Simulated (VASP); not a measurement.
```yaml
crystal:
  lattice:
    - [0.00000, 1.90423, 1.90423]
    - [1.90423, 0.00000, 1.90423]
    - [1.90423, 1.90423, 0.00000]
  atoms:
    - { symbol: Rh, position: [0.00000, 0.00000, 0.00000] }
```

All values below come from TPSS meta-GGA, VASP's PBE PAW potentials (set 64) (plane waves; VASP). Run with 520 eV cut-off, 18×18×18 Γ-centred mesh, tetrahedra with Blöchl corrections, potentials Rh_pv.

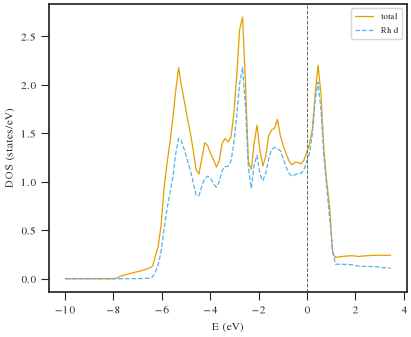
*Total and projected density of states, zero at the Fermi level*

Within 2 eV below the Fermi level the largest weight inside VASP's projection spheres is Rh d.

It has no gap at this level: it comes out as a metal or semimetal.

The compound is Rh in the fcc structure. It was relaxed first.
